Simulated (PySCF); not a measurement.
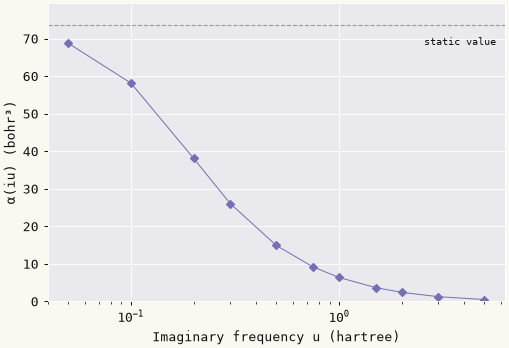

Dipole polarisability at imaginary frequency of neutral tungsten ([Xe] 4f¹⁴ 5d⁴ 6s²). Coupled response at the BHandHLYP level; PySCF, def2-QZVPPD with a 60-electron core potential, unrestricted single determinants, no spin-orbit coupling.

### Give the static polarisability, its fall-off and C₆.

The static dipole polarisability is 73.6 bohr³ (the recommended value is 68.0); α(iu) falls to half of it near u = 0.21 hartree. The Casimir–Polder integral gives C₆ = 900 hartree bohr⁶ for two such species.
